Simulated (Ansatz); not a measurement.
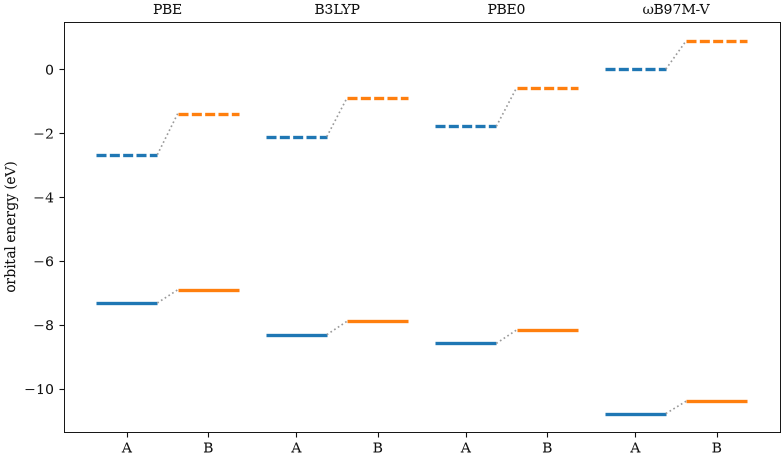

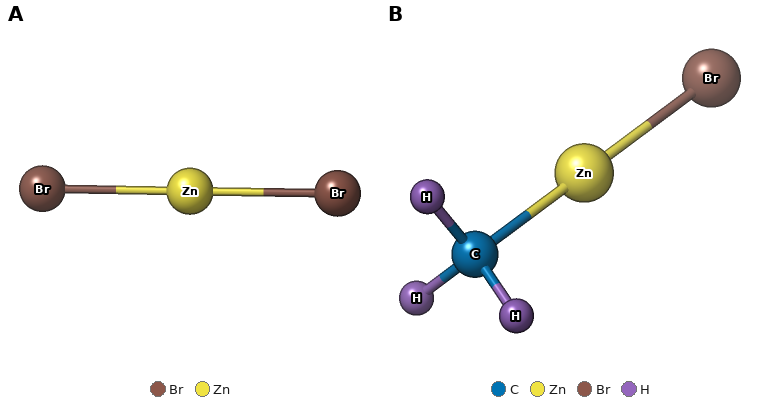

One change: A, ZnBr₂ (SMILES [Br][Zn][Br]), becomes B, CH₃BrZn (SMILES [CH3][Zn][Br]). Br on Zn is replaced by CH₃. HOMO (solid) and LUMO (dashed) computed in def2-TZVPP at PBE0-D4/def2-TZVP geometries, both minima by their frequencies, gas phase, the Ansatz code 0.2.0. Empty levels above zero depend strongly on the basis.

Question: What does the change do to HOMO and LUMO?

Answer: PBE: the HOMO rises by 0.41 eV, the LUMO rises by 1.28 eV, and the separation goes from 4.64 to 5.51 eV. B3LYP: the HOMO rises by 0.42 eV, the LUMO rises by 1.22 eV, and the separation goes from 6.20 to 7.00 eV. PBE0: the HOMO rises by 0.42 eV, the LUMO rises by 1.21 eV, and the separation goes from 6.80 to 7.59 eV. ωB97M-V: the HOMO rises by 0.39 eV, the LUMO rises by 0.89 eV, and the separation goes from 10.78 to 11.29 eV.

Question: Do the functionals agree on the effect?

Answer: They agree on the direction for both levels; the HOMO shift lies between 0.39 and 0.42 eV and the LUMO shift between 0.89 and 1.28 eV, while the separations themselves differ by up to 6.1 eV between functionals.
